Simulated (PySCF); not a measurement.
# VSF₃: rigid scans about the minimum

How stiff is VSF₃ (singlet) against rigid distortions? The scans start from its PBE minimum.

The runs use PySCF 2.14.0; PBE, basis V def2-SVP, S def2-SVP, F def2-SVP, no relativity, density fitting.

## (1) The starting structure

5 atoms, charge 0, spin multiplicity 1.

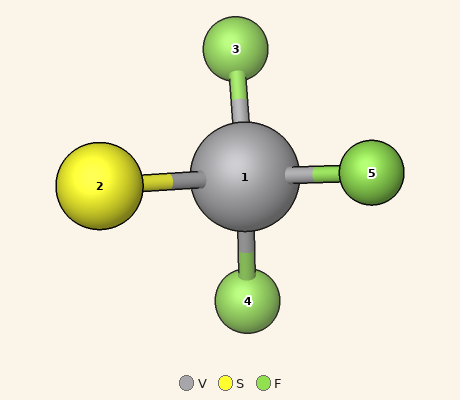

As it starts; vanadium grey, sulfur yellow, fluorine green; atoms are numbered from 1 in the order of the file.

```xyz
5
charge 0 multiplicity 1
V     0.0000    0.1919    0.1358
S     0.0000   -1.4559   -1.0302
F     1.4042    0.1771    1.1184
F    -1.4042    0.1771    1.1184
F     0.0000    1.5819   -0.8669
```

## (2) Density, ELF and potential

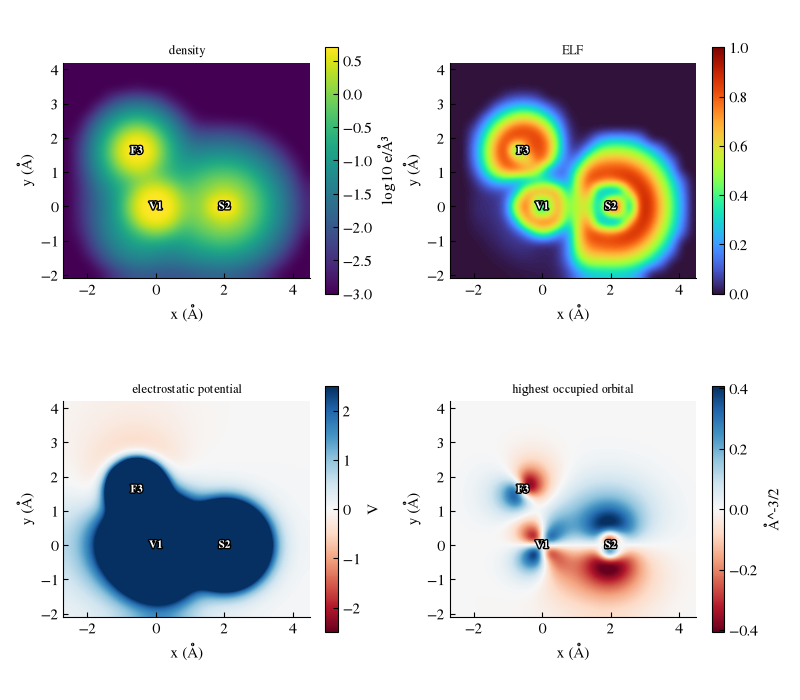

The plane holds V1 at (0.00, 0.00), S2 at (2.02, 0.00), F3 at (-0.56, 1.62) Å. ELF is set to 0 where the density is under 0.005 e/Å³; an orbital's overall sign is arbitrary. The potential's colours end at ±2.5 V.

Along V1–S2 (2.019 Å) the density is least, 0.99 e/Å³, about 1.01 Å from V1; ELF there is 0.48.

Values on the line from V1 (at 0) through S2 (at 2.019 Å):

```
distance (Å)  density (e/Å³)     ELF  electrostatic potential (V)
       -0.71            1.95   0.711                         35.3
       -0.50            7.08   0.856                         86.9
       -0.30            15.9   0.244                          288
       -0.10             427   0.746                      1.8e+03
        0.20            55.1   0.488                          604
        0.40            10.2   0.675                          155
        0.61            3.65   0.696                         54.8
        0.81            1.36   0.358                         25.8
        1.01           0.994    0.48                         18.3
        1.21            1.18   0.736                         24.3
        1.41            1.47   0.299                         49.5
        1.61            4.17   0.188                          119
        1.82            63.5   0.853                          421
        2.12             184   0.265                     1.31e+03
        2.32            16.4   0.755                          203
        2.52            1.78  0.0975                         74.8
        2.72            1.07   0.743                         31.7
        2.93           0.623   0.917                         13.8
        3.13           0.305   0.889                         6.11
```

Making the fields took 4.6 s on 2 threads of Arm Neoverse N1, shared host.

## (3) Breathing scan

One driver script runs all scans and calls PySCF for each point, on a (75, 302) grid.

The run is started by

```bash
$ OMP_NUM_THREADS=2 python axn.py task.json out
```

A rigid scan with PBE: all bonds to the central atom are scaled together. Each point starts from its neighbour's orbitals, and energies count from the minimum.

```
scale of all bonds to the centre  energy (kJ/mol)  dipole size (D)
                            0.88            444.4             1.20
                            0.92            171.2             0.76
                            0.96             37.2             0.35
                            1.00              0.0             0.02
                            1.04             28.3             0.37
                            1.08             99.5             0.68
                            1.14            253.4             1.09
                            1.22            497.3             1.55
                            1.35            899.6             2.15
```

The scan took 86 s.

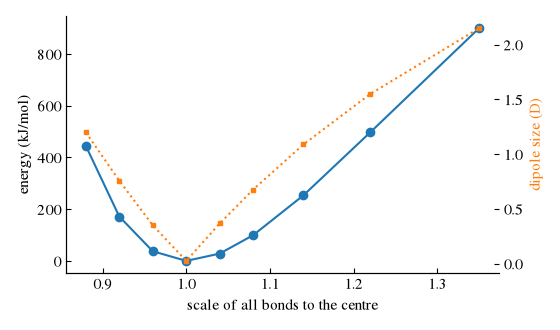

Energy (circles) and dipole moment (squares) along the scan.

## (4) Stretching one bond

A rigid scan with PBE: the bond from V to the last atom (F) is scaled and the rest held.

```
scale of one bond  energy (kJ/mol)  dipole size (D)
             0.92             36.4             0.79
             0.96              8.0             0.37
             1.00              0.0             0.02
             1.05              9.2             0.45
             1.12             42.8             0.99
             1.20             95.1             1.52
             1.35            200.9             2.33
             1.55            325.9             3.11
             1.80            440.1             3.76
             2.20            543.9             4.41
```

The scan took 3.5 min.

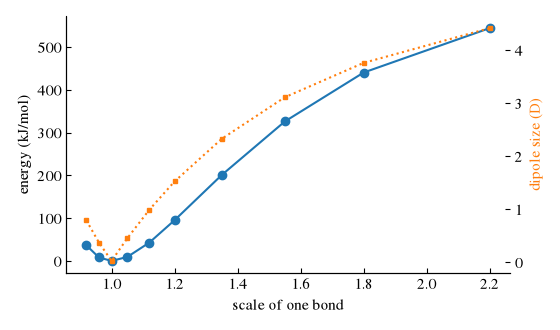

Energy (circles) and dipole moment (squares) along the scan.

A restricted determinant lies too high at long bonds, where the pair should uncouple.

## (5) Summary of results

```
            quantity        value
all bonds 4 % longer  28.3 kJ/mol
one bond 20 % longer  95.1 kJ/mol
```

What this shows: Shortening all bonds by 4 % costs 37.2 kJ/mol and lengthening them 28.3: the wall is steeper on the short side. The stability of the closed-shell solution was not tested.
